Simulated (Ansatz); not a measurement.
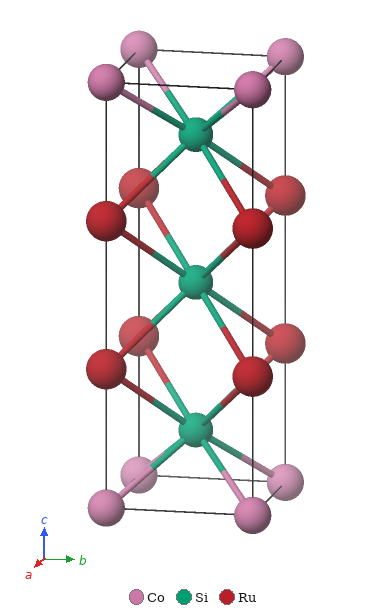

This ball-and-stick model is shown slightly off an axis. The box is the simulation cell; atoms on or close to its faces, edges and corners are drawn wherever they repeat.

```xyz
6
Lattice="2.9168 0.0000 0.0000 0.0000 2.9168 0.0000 0.0000 0.0000 8.4969" Properties=species:S:1:pos:R:3 pbc="T T T"
Co    0.0000    2.9168    8.4969
Si    1.4584    1.4584    7.1966
Si    1.4584    1.4584    1.3003
Si    1.4584    1.4584    4.2484
Ru    2.9168    2.9168    5.7258
Ru    2.9168    0.0000    2.7711
```

The calculation used DFT PBE, scalar-relativistic, plane waves, PAW in Ansatz, with E_cut = 420 eV, a 12×12×6 sampling of the Brillouin zone, Gaussian smearing of 0.1 eV, no spin polarisation (a spin-restricted run, not always the ground state).

What net charge does each kind of atom have (Bader)?

Answer. Co -0.35 e; Si +0.53 to +0.69 e; Ru -0.70 e.

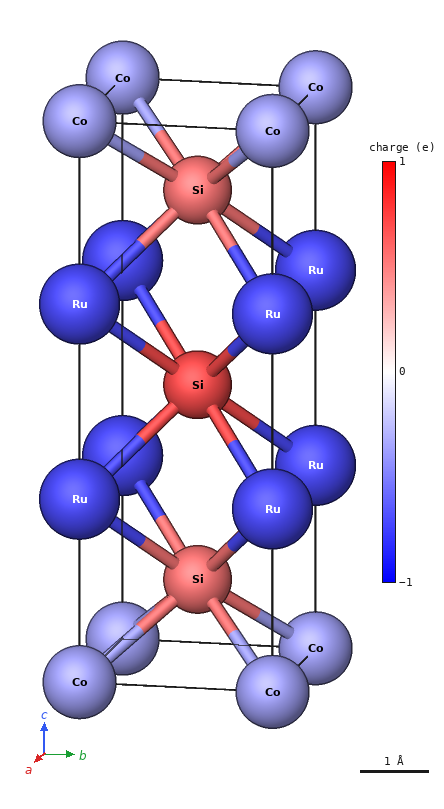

The atoms coloured by those charges.

Its origin is a structure type filled with these elements by a generator (whether the compound takes this form wasn't checked). Earlier steps of the study may have refined or changed the cell and positions. An electronic-structure calculation with Ansatz was run on it.
